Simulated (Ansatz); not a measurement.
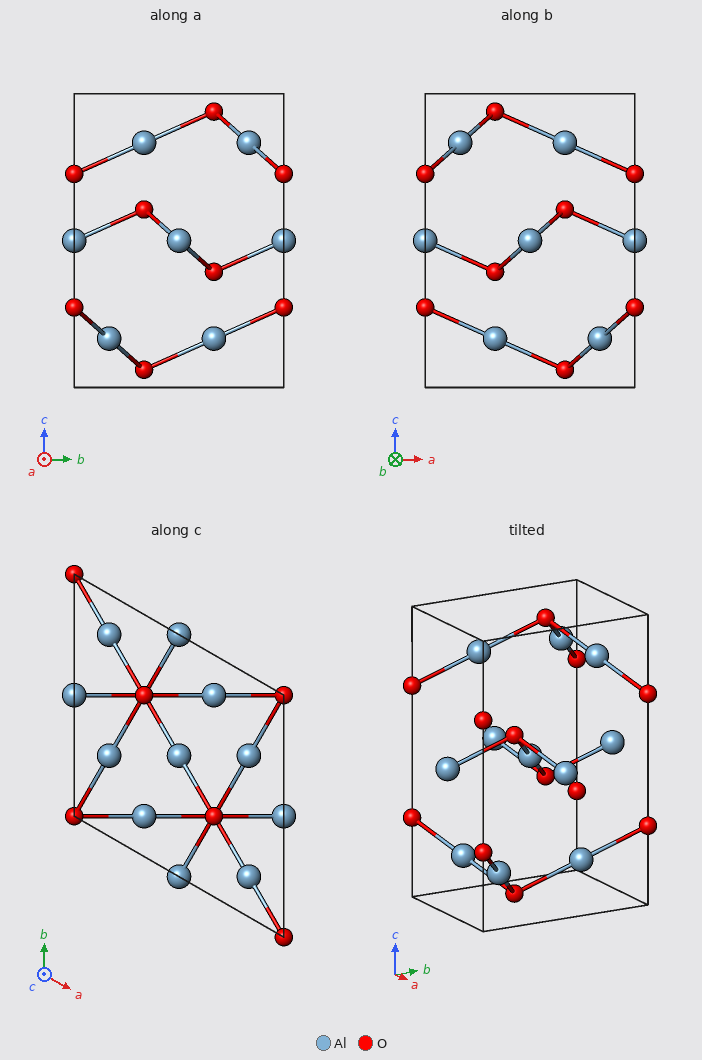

A ball-and-stick picture of a crystal structure, seen along the a axis, along the b axis, along the c axis and slightly off an axis. Lines trace the edges of the conventional unit cell.

Lattice parameters: a = 5.922 Å, b = 5.922 Å, c = 7.187 Å, α = 90.00°, β = 90.00°, γ = 120.00°. Put a along x and b in the xy plane.

**Turn the picture into a POSCAR file, with free fractional coordinates to two decimals.**

```
Al O
1.0
     5.922    0.000    0.000
    -2.961    5.129    0.000
     0.000    0.000    7.187
Al O
9 6
Direct
  0.8333 0.6667 0.1667
  0.3333 0.1667 0.1667
  0.8333 0.1667 0.1667
  0.50 0.00 0.50
  0.00 0.50 0.50
  0.50 0.50 0.50
  0.1667 0.3333 0.8333
  0.6667 0.8333 0.8333
  0.1667 0.8333 0.8333
  0.00 0.00 0.73
  0.00 0.00 0.27
  0.6667 0.3333 0.06
  0.6667 0.3333 0.61
  0.3333 0.6667 0.39
  0.3333 0.6667 0.94
```

The structure comes from a random cell made by a generator, so it need not be a real form of the compound. Earlier steps of the study may have refined or changed the cell and positions. Ansatz was used for an electronic-structure calculation on it.
